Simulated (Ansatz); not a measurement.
## Electronic structure of C4H3F7 (SMILES FC(F)C(F)(F)CC(F)(F)F) in real space

Input

```
crystal:
  periodic: [false, false, false]
  atoms:
    - {symbol: F, position_ang: [0.011989, -0.341778, 2.217962]}
    - {symbol: C, position_ang: [0.399880, 0.707652, 1.462265]}
    - {symbol: F, position_ang: [0.282289, 1.826487, 2.194243]}
    - {symbol: C, position_ang: [-0.525361, 0.810039, 0.240788]}
    - {symbol: F, position_ang: [-0.058522, 1.819123, -0.528391]}
    - {symbol: F, position_ang: [-1.756012, 1.165296, 0.674004]}
    - {symbol: C, position_ang: [-0.689724, -0.458185, -0.573739]}
    - {symbol: C, position_ang: [0.551837, -1.017765, -1.225869]}
    - {symbol: F, position_ang: [1.492762, -1.342361, -0.325168]}
    - {symbol: F, position_ang: [0.243240, -2.132722, -1.894783]}
    - {symbol: F, position_ang: [1.107608, -0.169263, -2.090493]}
    - {symbol: H, position_ang: [1.444339, 0.577123, 1.170078]}
    - {symbol: H, position_ang: [-1.410910, -0.240522, -1.363183]}
    - {symbol: H, position_ang: [-1.106214, -1.232323, 0.071088]}
basis:
  gaussian: {orbitals: def2-TZVPP}
hamiltonian: {xc: pbe0, dispersion: d4}
output: {orbitals: {seedname: orbitals}}
```

Run with:

```sh
ansatz run in.yaml --threads 4 --pin off --events-out ev --progress --plain --max-ram 66560MiB --backend cuda --devices 0, --max-vram 37GiB
```

Geometry: PBE0-D4/def2-TZVP.

These are results of RKS PBE0-D4/def2-TZVPP (Ansatz 0.2.0), not measurements.

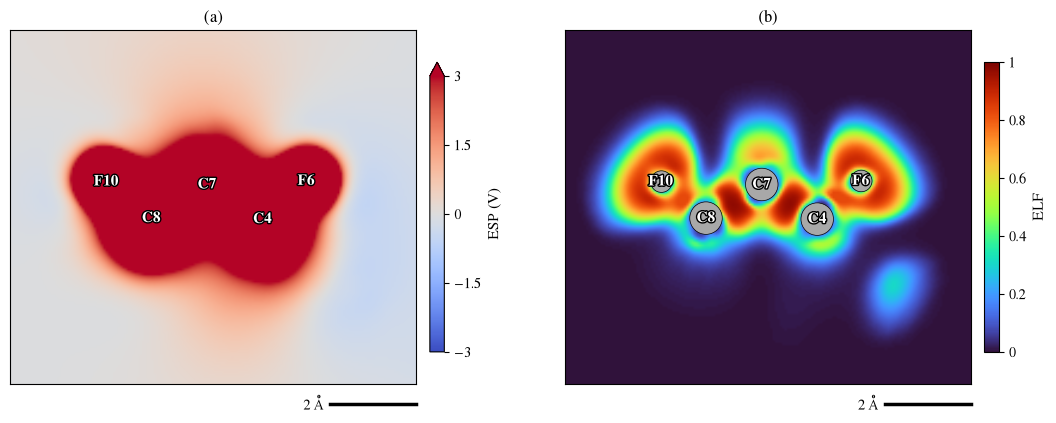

Figure 1. (a) molecular electrostatic potential; (b) electron localisation function on the plane of atoms C7, C8 and F10. Grey discs cover the atomic cores in the ELF map.

> Interpret the plot.

The plane passes through C and F nuclei. C–F (1.35 Å): the ELF peaks at about 0.85 between the atoms, as expected for a shared but strongly polarised pair. C–C (1.51 Å): the ELF peaks at about 1 between the atoms, as expected for a covalent bond. The ELF also peaks beside F10 and F6, away from the bonds: lone-pair regions. Outside the dense part of the molecule the potential is most negative (−0.5 V) near F6.

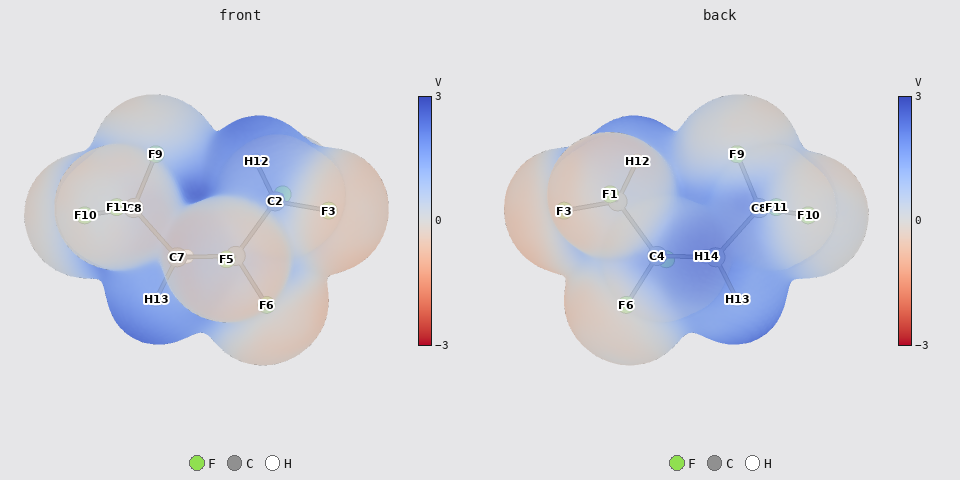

Figure 2. The molecular electrostatic potential painted on the density surface at 0.004 e/bohr³, seen from the front and from behind; red is negative and blue positive.

> Describe the electrostatic potential map.

The most negative region (about −0.5 V, or −12 kcal/mol for a unit charge) lies over F3 and F6, the most positive (about +2.3 V, or +53 kcal/mol for a unit charge) over the C and H atoms.

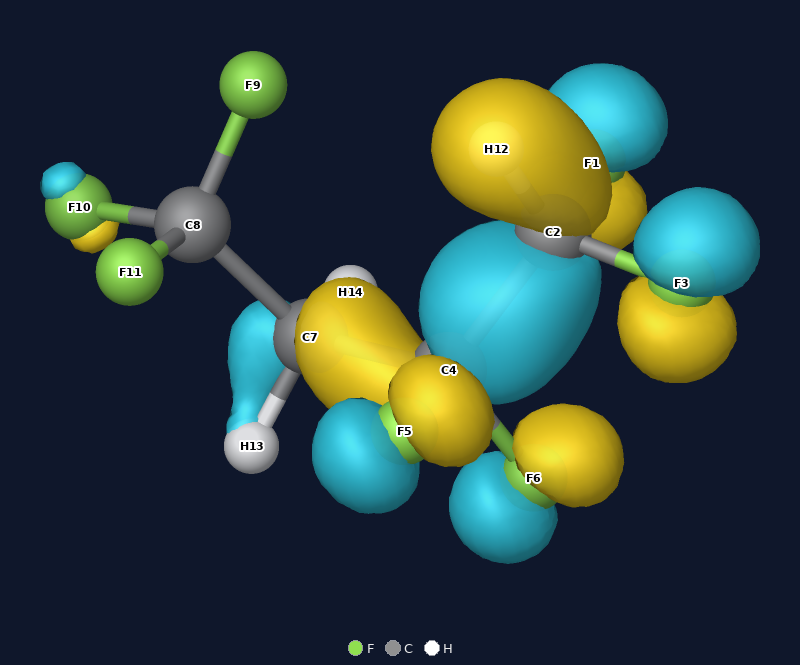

Figure 3. The HOMO at ±0.15 Å⁻³ᐟ² (yellow and cyan are the two phases), seen at a tilt.

> Where does this orbital lie, and at what energy?

By Hirshfeld shares it lies mainly on C2 (about 20 %), C4 (about 15 %), F3 (about 15 %), F1 (about 15 %), F5 (about 10 %) and F6 (about 10 %). Its energy is −10.03 eV.

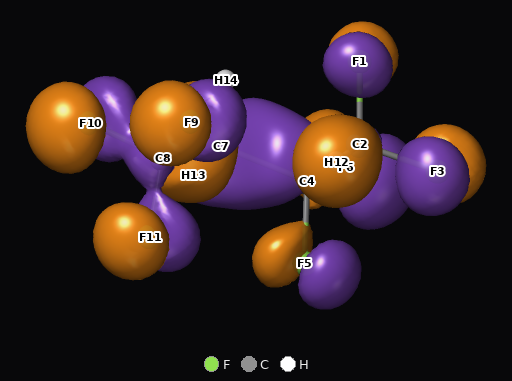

Figure 4. The HOMO−1 at ±0.08 Å⁻³ᐟ² (orange and purple are the two phases), seen from one side.

> Where does this orbital lie, and at what energy?

By Hirshfeld shares it lies mainly on F6 (about 15 %), C7 (about 15 %), F10 (about 10 %), C8 (about 10 %), F9 (about 10 %) and F3 (about 5 %). Its energy is −11.26 eV.
